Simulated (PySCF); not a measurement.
# C3H10Si (trimethylsilane) at 6 levels

Aim: a comparison of 6 runs (HF/def2-SVP, SVWN5/6-31G*, B3LYP/6-31G*, PBE0/def2-SVP, BP86/6-311G**, MP2/pcseg-1) of C3H10Si (trimethylsilane). The job is set up through a Python script.

The results are computed with PySCF 2.14.0.

### Step 1. The molecule

C3H10Si: 14 atoms, total charge 0, spin state singlet. SMILES: `C[SiH](C)C`. The shape is that of a PBE0-D4/def2-TZVP optimisation.

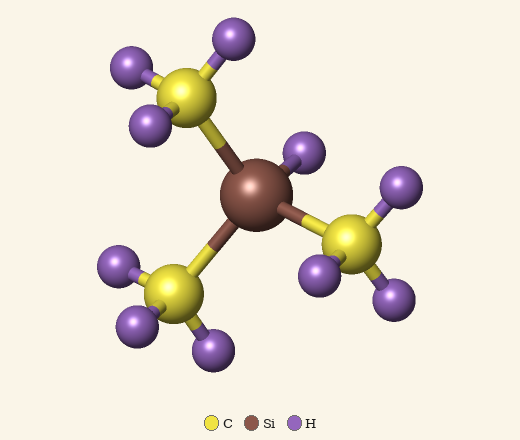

Viewed from a chosen angle; carbon yellow, silicon brown, hydrogen purple.

### Step 2. Energy and gradient at HF/def2-SVP (run 1)

The input, run.py:

```python
from pyscf import gto, scf

mol = gto.M(
    atom='''
C       -0.956800       1.082600      -1.038400
Si      -0.338800      -0.014600       0.348900
C        1.239400       0.684100       1.077800
C       -0.051300      -1.756700      -0.277600
H       -1.888100       0.697200      -1.460900
H       -1.145900       2.098700      -0.683100
H       -0.221600       1.141300      -1.845900
H       -1.379500      -0.059300       1.420400
H        2.029000       0.733500       0.322800
H        1.601800       0.063500       1.901200
H        1.081800       1.694100       1.464300
H       -0.968800      -2.184000      -0.689800
H        0.706900      -1.767300      -1.065700
H        0.291900      -2.413100       0.526000
''',
    verbose=4,
    max_memory=1860,
    basis='def2-svp',
)

mf = scf.RHF(mol)
mf.conv_tol = 1e-10
mf.kernel()
if not mf.converged:
    mf = mf.newton().run(mf.mo_coeff, mf.mo_occ)

etot = mf.e_tot
print('Final energy', etot)
grad = mf.nuc_grad_method().kernel()
dip = mf.dip_moment()
pop, q = mf.mulliken_pop()
```

Started as:

```
OMP_NUM_THREADS=1 python run.py
```

The program printed:

```text
PySCF version 2.14.0

[... 66 lines left out ...]
converged SCF energy = -408.211152549693
Final energy -408.21115254969277
[... 11 lines left out ...]
Dipole moment(X, Y, Z, Debye):  0.38582,  0.01616, -0.39683
[... 125 lines left out ...]
charge of   13H =      0.05688
```

It took 13 s on 1 thread of Intel Xeon at 2.70GHz, shared host; peak memory 0.26 GiB.

### Step 3. Energy and forces at SVWN5/6-31G(d) (spherical functions) (run 2)

The input, calc.py:

```python
from pyscf import gto, dft

mol = gto.M(
    atom='''
C       -0.956800       1.082600      -1.038400
Si      -0.338800      -0.014600       0.348900
C        1.239400       0.684100       1.077800
C       -0.051300      -1.756700      -0.277600
H       -1.888100       0.697200      -1.460900
H       -1.145900       2.098700      -0.683100
H       -0.221600       1.141300      -1.845900
H       -1.379500      -0.059300       1.420400
H        2.029000       0.733500       0.322800
H        1.601800       0.063500       1.901200
H        1.081800       1.694100       1.464300
H       -0.968800      -2.184000      -0.689800
H        0.706900      -1.767300      -1.065700
H        0.291900      -2.413100       0.526000
''',
    basis='6-31g*',
    verbose=4,
    max_memory=1860,
)

myscf = dft.RKS(mol)
myscf.xc = 'svwn'
myscf.conv_tol = 1e-10
myscf.grids.level = 5
myscf.kernel()
if not myscf.converged:
    myscf = myscf.newton().run(myscf.mo_coeff, myscf.mo_occ)

etot = myscf.e_tot
print('Final energy', etot)
grad = myscf.nuc_grad_method().kernel()
dip = myscf.dip_moment()
pop, q = myscf.mulliken_pop()
```

Started as:

```
OMP_NUM_THREADS=1 python calc.py
```

The program printed:

```text
PySCF version 2.14.0

[... 82 lines left out ...]
converged SCF energy = -407.489898866774
Final energy -407.4898988667743
[... 12 lines left out ...]
Dipole moment(X, Y, Z, Debye):  0.49786,  0.02103, -0.51226
[... 95 lines left out ...]
charge of   13H =      0.19523
```

Wall time 24 s (1 thread of Intel Xeon at 2.70GHz, shared host); peak memory 0.45 GiB.

Runs 3 to 4 aren't shown in full; the table further down has their settings and results.

### Step 4. Energy and gradient at BP86/6-311G(d,p) (run 5)

The input, mol.xyz:

```xyz
14

C     -0.956800     1.082600    -1.038400
Si    -0.338800    -0.014600     0.348900
C      1.239400     0.684100     1.077800
C     -0.051300    -1.756700    -0.277600
H     -1.888100     0.697200    -1.460900
H     -1.145900     2.098700    -0.683100
H     -0.221600     1.141300    -1.845900
H     -1.379500    -0.059300     1.420400
H      2.029000     0.733500     0.322800
H      1.601800     0.063500     1.901200
H      1.081800     1.694100     1.464300
H     -0.968800    -2.184000    -0.689800
H      0.706900    -1.767300    -1.065700
H      0.291900    -2.413100     0.526000
```

The input, input.py:

```python
from pyscf import gto, dft

system = gto.M(
    atom='mol.xyz',
    charge=0,
    basis='6-311g**',
    verbose=4,
    max_memory=1860,
)

myscf = dft.RKS(system)
myscf.xc = 'bp86'
myscf.grids.level = 5
myscf.conv_tol = 1e-10
myscf.kernel()
if not myscf.converged:
    myscf = myscf.newton().run(myscf.mo_coeff, myscf.mo_occ)

etot = myscf.e_tot
print('Final energy', etot)
grad = myscf.nuc_grad_method().kernel()
myscf.analyze()
```

Started as:

```
OMP_NUM_THREADS=1 python input.py
```

The program printed:

```text
PySCF version 2.14.0

[... 118 lines left out ...]
MO #15  energy= -0.367865028414373 occ= 2
[... 24 lines left out ...]
MO #40  energy= 0.316167126219995  occ= 0
[... 24 lines left out ...]
MO #65  energy= 0.844186829796676  occ= 0
[... 24 lines left out ...]
MO #90  energy= 1.6832654642996    occ= 0
[... 24 lines left out ...]
MO #115 energy= 2.47508536331464   occ= 0
[... 24 lines left out ...]
MO #140 energy= 140.31434754168    occ= 0
[... 157 lines left out ...]
Dipole moment(X, Y, Z, Debye):  0.42360,  0.01783, -0.43579
```

Run time: 69 s. Hardware: 1 thread of Intel Xeon at 2.70GHz, shared host; peak memory 1.6 GiB.

### Step 5. Energy and forces at MP2/pcseg-1 (run 6)

The input, input.xyz:

```xyz
14

C     -0.956800     1.082600    -1.038400
Si    -0.338800    -0.014600     0.348900
C      1.239400     0.684100     1.077800
C     -0.051300    -1.756700    -0.277600
H     -1.888100     0.697200    -1.460900
H     -1.145900     2.098700    -0.683100
H     -0.221600     1.141300    -1.845900
H     -1.379500    -0.059300     1.420400
H      2.029000     0.733500     0.322800
H      1.601800     0.063500     1.901200
H      1.081800     1.694100     1.464300
H     -0.968800    -2.184000    -0.689800
H      0.706900    -1.767300    -1.065700
H      0.291900    -2.413100     0.526000
```

The input, input.py:

```python
from pyscf import gto, mp

mol = gto.M(
    atom='input.xyz',
    verbose=4,
    max_memory=1860,
    basis='pcseg-1',
)

hf = mol.RHF()
hf.conv_tol = 1e-10
hf.kernel()
if not hf.converged:
    hf = hf.newton().run(hf.mo_coeff, hf.mo_occ)

pt = mp.MP2(hf, frozen=8).run()
energy = pt.e_tot
print('E = %.10f Eh' % energy)
grad = pt.nuc_grad_method().kernel()
hf.analyze()
```

Started as:

```
OMP_NUM_THREADS=1 python input.py
```

The program printed:

```text
PySCF version 2.14.0

[... 102 lines left out ...]
MO #10  energy= -0.924602256316466 occ= 2
[... 19 lines left out ...]
MO #30  energy= 0.255605227725046  occ= 0
[... 19 lines left out ...]
MO #50  energy= 0.876166428703246  occ= 0
[... 19 lines left out ...]
MO #70  energy= 1.72082156575059   occ= 0
[... 19 lines left out ...]
MO #90  energy= 2.54170594172551   occ= 0
[... 19 lines left out ...]
MO #110 energy= 3.61587230017369   occ= 0
[... 127 lines left out ...]
Dipole moment(X, Y, Z, Debye):  0.35758,  0.01492, -0.36776
```

It took 39 s on 1 thread of Intel Xeon at 2.70GHz, shared host; peak memory 0.93 GiB.

### Step 6. The series

```tsv
run	level	integration grid	Cartesian functions	energy (Eh)	dipole moment (D) of the reference	HOMO energy (eV)	LUMO energy (eV)	wall time
1	HF/def2-SVP	–	no	-408.211153	0.55	-11.79	4.44	13 s
2	SVWN5/6-31G* (spherical functions)	5	no	-407.489899	0.71	-7.03	1.43	24 s
3	B3LYP/6-31G* (Cartesian functions)	5	yes	-409.864420	0.63	-8.10	2.20	41 s
4	PBE0/def2-SVP	5	no	-409.405158	0.62	-8.53	1.69	50 s
5	BP86/6-311G**	5	no	-409.923133	0.61	-7.34	0.57	69 s
6	MP2/pcseg-1	–	no	-408.868681	0.51	-11.80	4.03	39 s
```

### Step 7. What came out

```
                                          quantity          value
                               run 6: total energy  -408.86868 Eh
       run 6: dipole moment (Hartree–Fock density)         0.51 D
        run 6: HOMO energy (Hartree–Fock orbitals)      -11.80 eV
        run 6: LUMO energy (Hartree–Fock orbitals)        4.03 eV
      run 6: HOMO–LUMO gap (Hartree–Fock orbitals)       15.84 eV
run 6: correlation energy (8 core orbitals frozen)     -536.3 mEh
                   run 6: largest force on an atom     0.296 eV/Å
```

In words: Over runs 1, 2, 3, 4, 5 the dipole moment (its size) runs from 0.55 D (HF/def2-SVP) to 0.71 D (SVWN5/6-31G*). The two ends differ in method and basis. Over runs 1, 2, 3, 4, 5 the HOMO–LUMO gap runs from 7.91 eV (BP86/6-311G**) to 16.23 eV (HF/def2-SVP). Totals of different functionals can't be ranked against each other. All runs together took 3.9 min, the longest 69 s.
